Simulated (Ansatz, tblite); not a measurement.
Potential energy curve for Sn(iPr)(OH)3, SMILES C[CH](C)[Sn]([OH])([OH])[OH]. The C1–H17 bond (C1 also carries C, H, H; H17 carries nothing else) is pulled apart rigidly from the PBE0/def2-SVP, def2 effective core potentials past Kr optimised geometry.

```
17

C      0.0000     0.0000     0.0000
C     -1.1812    -0.7724    -0.5746
C     -1.2127    -0.7941    -2.0979
Sn    -3.0208     0.0475     0.1808
O     -3.4651     1.7853    -0.6729
O     -2.9738     0.4149     2.1318
O     -4.6000    -1.1185    -0.1192
H      0.0000     1.0492    -0.3369
H      0.9501    -0.4498    -0.3365
H     -1.1725    -1.8057    -0.1888
H     -0.2801    -1.2335    -2.4924
H     -1.3010     0.2212    -2.5163
H     -2.0508    -1.3930    -2.4862
H     -3.6341     2.4535     0.0027
H     -3.7204    -0.0123     2.5694
H     -5.3000    -0.6196    -0.5584
H      0.0000     0.0000     1.1006
```

Computed with: UKS-PBE = unrestricted PBE/def2-SVP, def2 effective core potentials past Kr (Ansatz, an electronic-structure program); UKS-B3LYP = unrestricted B3LYP/def2-SVP, def2 effective core potentials past Kr (Ansatz); UKS-PBE0 = unrestricted PBE0/def2-SVP, def2 effective core potentials past Kr (Ansatz); RKS-B3LYP = restricted B3LYP/def2-SVP, def2 effective core potentials past Kr in Ansatz; GFN2-xTB, 300 K electronic temperature (tblite).

Energies are in mEh, each relative to the lowest point of its own curve near equilibrium.

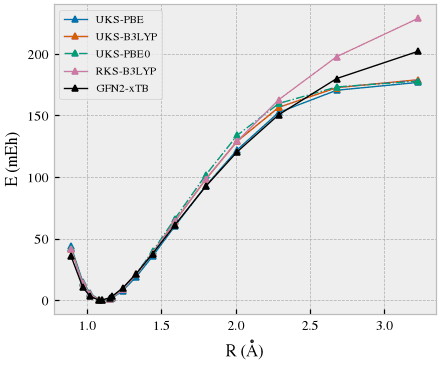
Figure. Energy against bond length for each method.

```json
[
 {"R / Å": "0.89", "UKS-PBE": "43.9", "UKS-B3LYP": "41.8", "UKS-PBE0": "42.2", "RKS-B3LYP": "41.8", "GFN2-xTB": "36.0"},
 {"R / Å": "0.97", "UKS-PBE": "14.8", "UKS-B3LYP": "13.6", "UKS-PBE0": "13.7", "RKS-B3LYP": "13.6", "GFN2-xTB": "10.4"},
 {"R / Å": "1.02", "UKS-PBE": "5.4", "UKS-B3LYP": "4.7", "UKS-PBE0": "4.7", "RKS-B3LYP": "4.7", "GFN2-xTB": "3.0"},
 {"R / Å": "1.08", "UKS-PBE": "0.5", "UKS-B3LYP": "0.3", "UKS-PBE0": "0.3", "RKS-B3LYP": "0.3", "GFN2-xTB": "0.0"},
 {"R / Å": "1.10", "UKS-PBE": "0.0", "UKS-B3LYP": "0.0", "UKS-PBE0": "0.0", "RKS-B3LYP": "0.0", "GFN2-xTB": "0.1"},
 {"R / Å": "1.15", "UKS-PBE": "0.9", "UKS-B3LYP": "1.3", "UKS-PBE0": "1.4", "RKS-B3LYP": "1.3", "GFN2-xTB": "2.0"},
 {"R / Å": "1.17", "UKS-PBE": "1.9", "UKS-B3LYP": "2.5", "UKS-PBE0": "2.6", "RKS-B3LYP": "2.5", "GFN2-xTB": "3.3"},
 {"R / Å": "1.24", "UKS-PBE": "7.8", "UKS-B3LYP": "9.0", "UKS-PBE0": "9.3", "RKS-B3LYP": "9.0", "GFN2-xTB": "10.0"},
 {"R / Å": "1.33", "UKS-PBE": "19.0", "UKS-B3LYP": "20.9", "UKS-PBE0": "21.6", "RKS-B3LYP": "20.9", "GFN2-xTB": "21.6"},
 {"R / Å": "1.44", "UKS-PBE": "35.7", "UKS-B3LYP": "38.4", "UKS-PBE0": "39.6", "RKS-B3LYP": "38.4", "GFN2-xTB": "37.7"},
 {"R / Å": "1.59", "UKS-PBE": "60.2", "UKS-B3LYP": "64.0", "UKS-PBE0": "66.1", "RKS-B3LYP": "64.0", "GFN2-xTB": "61.1"},
 {"R / Å": "1.80", "UKS-PBE": "93.1", "UKS-B3LYP": "98.5", "UKS-PBE0": "102.0", "RKS-B3LYP": "98.5", "GFN2-xTB": "92.7"},
 {"R / Å": "2.01", "UKS-PBE": "122.1", "UKS-B3LYP": "129.1", "UKS-PBE0": "133.9", "RKS-B3LYP": "129.1", "GFN2-xTB": "120.5"},
 {"R / Å": "2.29", "UKS-PBE": "152.5", "UKS-B3LYP": "156.6", "UKS-PBE0": "159.7", "RKS-B3LYP": "162.9", "GFN2-xTB": "150.7"},
 {"R / Å": "2.68", "UKS-PBE": "170.5", "UKS-B3LYP": "172.6", "UKS-PBE0": "173.2", "RKS-B3LYP": "197.8", "GFN2-xTB": "180.0"},
 {"R / Å": "3.23", "UKS-PBE": "176.9", "UKS-B3LYP": "179.0", "UKS-PBE0": "178.0", "RKS-B3LYP": "228.9", "GFN2-xTB": "202.2"}
]
```

At the longest distance, 3.23 Å, RKS-B3LYP lies highest above its minimum (228.9 mEh) and UKS-PBE lowest (176.9 mEh).

The unrestricted determinant behind UKS-PBE, UKS-B3LYP is spin-contaminated at 2.29 to 3.23 Å (<S²> up to 1.0, against 0.00 for a pure singlet). The unrestricted determinant behind UKS-PBE0 is spin-contaminated at 2.01 to 3.23 Å (<S²> up to 1.0, against 0.00 for a pure singlet). The restricted form behind RKS-B3LYP keeps the bonding electrons paired and can't separate into open-shell fragments.
